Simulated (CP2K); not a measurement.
Consider 2-isocyanofuran at its PBE geometry (Å).

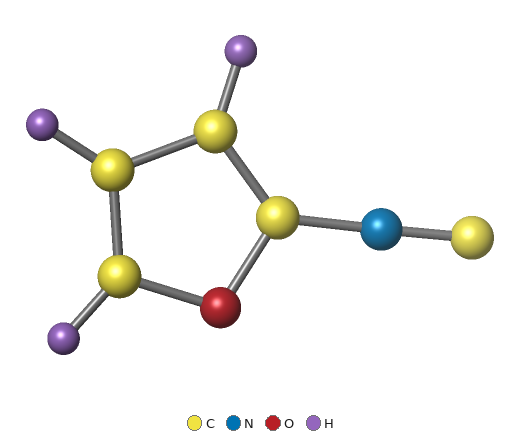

The molecule (carbon yellow, nitrogen blue, oxygen red, hydrogen purple).

```xyz
10

C     3.3128   -0.6403    0.0729
N     2.1410   -0.4375    0.0570
C     0.8097   -0.1806    0.0302
C     0.0907    0.9702   -0.1780
C    -1.2836    0.5896   -0.0968
C    -1.3049   -0.7546    0.1539
O    -0.0270   -1.2540    0.2371
H     0.5050    1.9538   -0.3638
H    -2.1480    1.2342   -0.2092
H    -2.0956   -1.4806    0.2967
```

Method: CP2K XAS_TDP, all-electron GAPW, PBEh(45%), aug-cc-pVDZ, TDA, GW2X-corrected core level, no relativity.

Question: Predict the bright core excitations at the C K edge.

Leading lines: C1 288.52 eV, C3 289.19 eV, C4 287.46 eV, C5 288.02 eV and C6 288.34 eV. The leading line of an atom is its first one with 35 % of the strongest within 2.5 eV of its lowest line over the strength cut. Core ionisation energies at this level: C4 292.61, C5 292.64, C6 293.87, C1 294.89 and C3 294.73 eV.

The first six lines of each atom with a strength over 0.0015:

```tsv
atom	energy (eV)	states	strength, one atom	above the computed threshold
C1 (bonded to N)	288.52	1	0.0721	
	288.59	1	0.0639	
	294.30	1	0.0016	
	294.68	1	0.0068	
	294.82	1	0.0019	
	295.60	1	0.0016	yes
C3 (bonded to C, N and O)	289.19	1	0.0450	
	291.73	1	0.0170	
	293.07	1	0.0016	
	293.64	1	0.0161	
	293.90	1	0.0032	
	294.19	1	0.0076	
C4 (bonded to 2 C and H)	287.46	1	0.0436	
	290.30	1	0.0073	
	290.48	1	0.0105	
	291.10	1	0.0019	
	291.53	1	0.0029	
	291.75	1	0.0021	
C5 (bonded to 2 C and H)	288.02	1	0.0438	
	289.54	1	0.0099	
	290.49	1	0.0102	
	291.63	1	0.0024	
	291.66	1	0.0025	
	292.12	1	0.0021	
C6 (bonded to C, O and H)	288.34	1	0.0517	
	291.67	1	0.0191	
	291.82	1	0.0035	
	292.11	1	0.0141	
	292.75	1	0.0042	
	293.30	1	0.0039
```

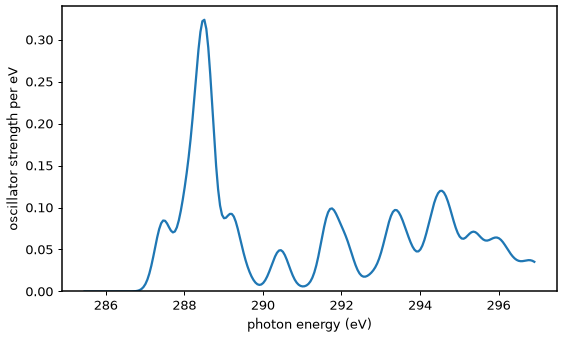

All atoms added, broadened by 0.5 eV.

Lines are vertical, at one geometry, with no vibrational structure. GW2X ionisation energies and lines can be off by 1 to 2 eV either way, and a good line position may hide errors that cancel. These values hold no scalar relativity, about 0.1 eV for C 1s. Rydberg lines, and the discretised continuum above threshold, depend on the basis and the box.

[Banner, clock and machine lines of the logs are left out without a mark of their own.]

[Logs are printed without paths, hosts, clocks, repeated set-up lines and the standing remarks that a program may print on its own settings, such as how far it seeks lower states.]

[Hosts, paths, dates, database ids (printed as entryN), source tags and the programs' standing remarks are cut or masked in the printed files.]
